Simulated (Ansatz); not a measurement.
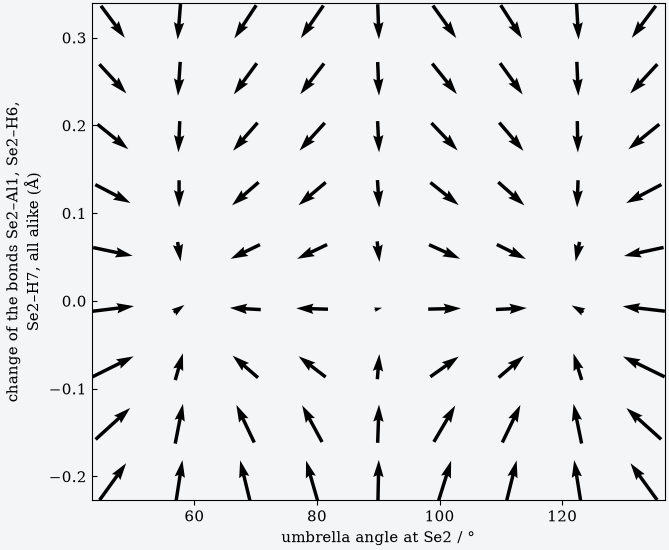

AlH5Se, SMILES [AlH3-][SeH2+]. The first coordinate is: umbrella angle at Se2 (between each of its bonds and their common axis; 90 is planar); the second: change of the bonds Se2–Al1, Se2–H6, Se2–H7, all alike. Nothing is relaxed (all other coordinates rigid). The grid has 9 × 9 points. Points are written as (first, second). All numbers below come from RKS wB97X-V/def2-TZVP (Ansatz).

The picture shows arrows along the force (downhill), their lengths compressed.

### The arrows alone are given. Where are the wells?

The arrows converge at about (121°, 0.000 Å); (57.5°, −0.009 Å) (3.1 kJ/mol up) (read from the interpolated surface).

The energy map of the same scan:

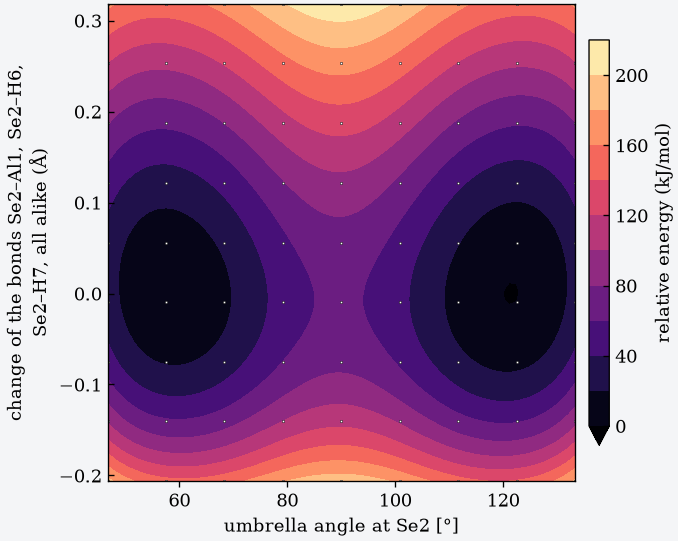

Energies are in kJ/mol, from the lowest grid point; between grid points the surface is interpolated.
